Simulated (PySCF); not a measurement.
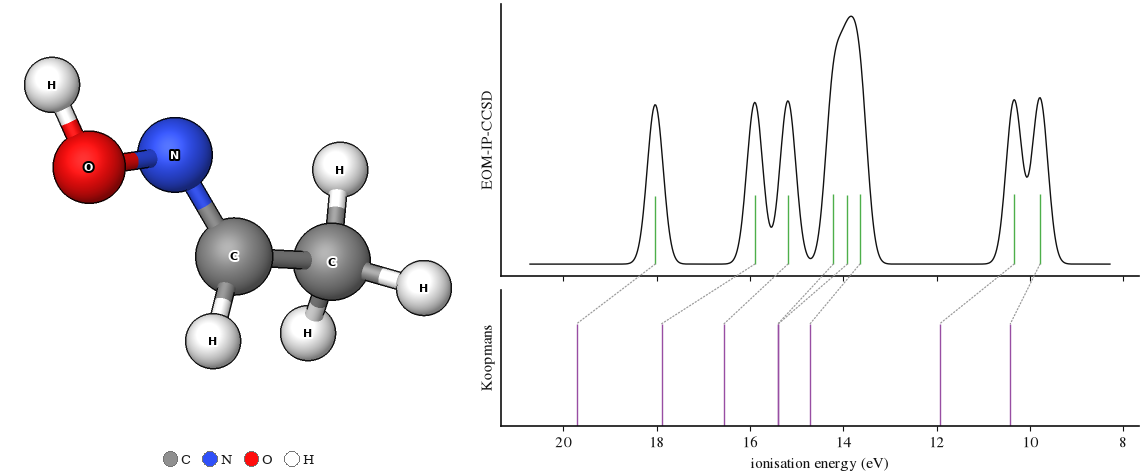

Valence photoelectron lines of C₂H₅NO ((E)-acetaldoxime), SMILES C/C=N/O: vertical EOM-IP-CCSD/aug-cc-pVDZ (frozen core, PySCF 2.14.0, at a PBE0-D3(BJ)/def2-SVP geometry (no frequency check); 8 lines, one for each of the 8 highest orbitals, so a line of a deeper orbital can be missing among them) above, Hartree-Fock orbital energies with the sign turned below, non-relativistic; dotted lines join each line to its leading orbital. Stick heights are one-hole weights (summed over degenerate lines), not cross-sections; Gaussian width 0.40 eV.

What is the first vertical ionisation energy, and how far is Koopmans' value off?

9.79 eV from the HOMO; Koopmans gives 10.42 eV, 0.64 eV too high.

List the lines.

| hole | EOM-IP-CCSD (eV) | Koopmans (eV) | one-hole weight |
| --- | --- | --- | --- |
| HOMO | 9.79 | 10.42 | 0.96 |
| HOMO-1 | 10.34 | 11.93 | 0.94 |
| HOMO-2 | 13.65 | 14.71 | 0.96 |
| HOMO-3 | 13.92 | 15.39 | 0.94 |
| HOMO-4 | 14.22 | 15.40 | 0.96 |
| HOMO-5 | 15.19 | 16.56 | 0.94 |
| HOMO-6 | 15.90 | 17.90 | 0.93 |
| HOMO-7 | 18.03 | 19.72 | 0.92 |

Known limits of this run: small basis, so the lines can lie some tenths of an eV too low.
